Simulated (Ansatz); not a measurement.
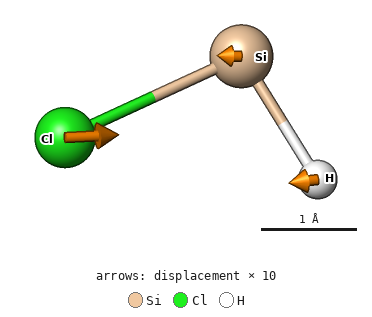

A relaxation of SiHCl. The starting structure is drawn; orange arrows show the displacements, magnified 10 times. The two geometries are superimposed by the best rigid fit.

The picture is a ball-and-stick view, seen from a free direction.

It is one of the separated reactants of a reaction.

Computed with RKS PBE0-D4/def2-TZVP (Ansatz). Settings: force threshold 0.005 eV/Å; at most 200 steps.

### Which element moves most?

Chlorine: up to 0.060 Å, against 0.033 Å for hydrogen.

### What did the optimiser do to the structure, and how much energy did it gain?

Over 3 geometry steps the energy falls by 1.14 kcal/mol. Largest force component: 1.1 eV/Å at the start, 0.00069 eV/Å at the end. The largest move after the best rigid fit is that of the Cl atom, 0.060 Å. By element the largest moves are Cl 0.060 Å, H 0.033 Å, Si 0.027 Å. Some distances before and after: Cl–Si 2.158 → 2.077 Å. Cost: 2 s on 4 threads of Arm Neoverse V1, with other jobs on the host.
